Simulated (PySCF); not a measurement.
C2H2O, SMILES `C=C=O`.

PySCF calculation, HF/6-31G*, gas phase; geometry: GFN2-xTB. No frequency check shows the geometry to be a minimum.

The calculation's input:

```python
import numpy as np
from pyscf import gto, scf, dft, lo
from pyscf.data.elements import chemcore

def solve(mol, dm0=None, hcore=None):
    mf = scf.UHF(mol) if mol.spin else scf.RHF(mol)
    mf = mf.density_fit(auxbasis='def2-universal-jkfit')
    mf.conv_tol, mf.max_cycle = 1e-8, 80
    if hcore is not None:
        mf.get_hcore = lambda *args: hcore
    mf.kernel(dm0)
    if not mf.converged:
        mf = mf.newton().run(mf.mo_coeff, mf.mo_occ, max_cycle=30)
    assert mf.converged, 'SCF not converged'
    return mf

mol = gto.M(atom='''
C      1.19214    -0.00003     0.00000
C     -0.09649     0.00008     0.00000
O     -1.25837    -0.00003     0.00000
H      1.74657    -0.91731     0.00000
H      1.74657     0.91727     0.00000
''', basis='6-31g*', charge=0, spin=0, verbose=4)
mf = solve(mol)
occ_all = mf.mo_coeff[:, mf.mo_occ > 0]
occ = occ_all[:, chemcore(mol):]
pm = lo.PM(mol, occ, pop_method='meta_lowdin')
loc = pm.kernel()
for _ in range(5):
    new, stable = pm.stability_jacobi(return_status=True)
    if stable:
        break
    loc = pm.kernel(new)
fock, s = mf.get_fock(), mf.get_ovlp()
ortho = lo.orth_ao(mol, 'meta_lowdin')
labels = mol.ao_labels(fmt=None)
vir = loc[:, :0]
both = np.hstack([loc, vir])
p = (ortho.T @ s @ both) ** 2
pop = np.array([p[[l[0] == a for l in labels]].sum(0) for a in range(mol.natm)])
spd = np.array([[p[[l[0] == a and l[2][-1] == k for l in labels]].sum(0) for k in 'spd'] for a in range(mol.natm)])
eps = np.einsum('pi,pq,qi->i', both, fock, both)
for i in np.argsort(eps):
    top = np.argsort(-pop[:, i])[:3]
    print('%3d %s %9.4f Eh ' % (i + 1, 'occ' if i < loc.shape[1] else 'vir', eps[i]), '  '.join('%s%d %.3f' % (mol.atom_symbol(a), a + 1, pop[a, i]) for a in top))
np.savez('result.npz', c=both, nocc=loc.shape[1], pop=pop, spd=spd, eps=eps, e=mf.e_tot)
```

Launched as:

```sh
OMP_NUM_THREADS=1 python input.py
```

The run took 1.1 s on 1 thread of Arm Neoverse V1, on a shared host, peak memory 0.22 GiB.

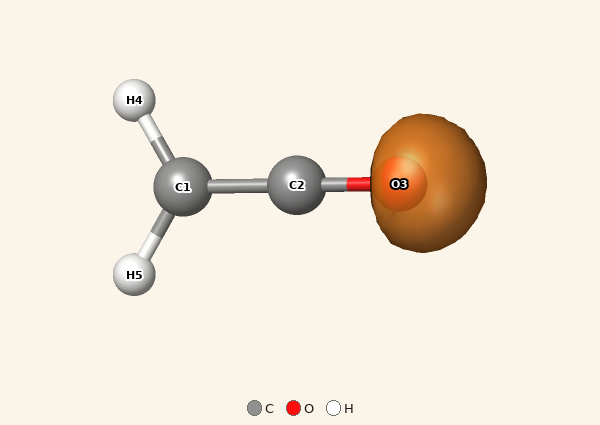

Pipek–Mezey orbitals, occupied; each surface holds about 70 % of the orbital's density. Energies are diagonal elements of the Fock matrix.

### What does this orbital represent?

Lone pair on O3 (sp0.7-type) (O3 100 %; −23.7 eV).

### How do all the valence pairs divide up?

8 pairs: 4 σ bonds, 2 two-centre π bonds, 1 lone pair and 1 strongly polarised pair.
